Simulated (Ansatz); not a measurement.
Stretching the Si1–H3 bond in BrH3Si (SMILES [SiH3]Br) (multiplicity 1 held, fragments rigid). Energies count from the point at 1.476 Å.
Geometry at that point (charge 0, multiplicity 1):
```xyz
5

Si    -1.477     0.045     0.018
Br     0.757    -0.023    -0.009
H     -1.903     1.423    -0.294
H     -1.937    -0.349     1.364
H     -1.982    -0.897    -0.999
```

U- levels take the lowest unrestricted solution at each point, which mixes spins at long bonds. Active spaces are followed from a long bond inwards. Levels need not reach the same state.

Correlated levels freeze the cores. Filled d and f shells under p-block atoms count as core.

The values were computed with Ansatz (a quantum-chemistry and plane-wave program) with Gaussian orbitals. Each number belongs to the level named beside it.

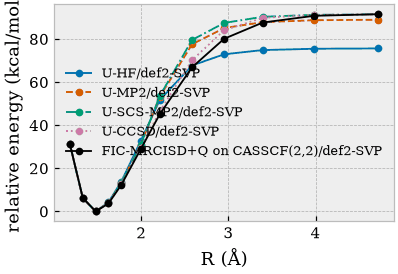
Relative energy along the coordinate

Doubts at one or more of the structures used: a spin-contaminated determinant (U-HF/def2-SVP, U-MP2/def2-SVP, U-SCS-MP2/def2-SVP, U-CCSD/def2-SVP); T1 above 0.05 (U-CCSD/def2-SVP).
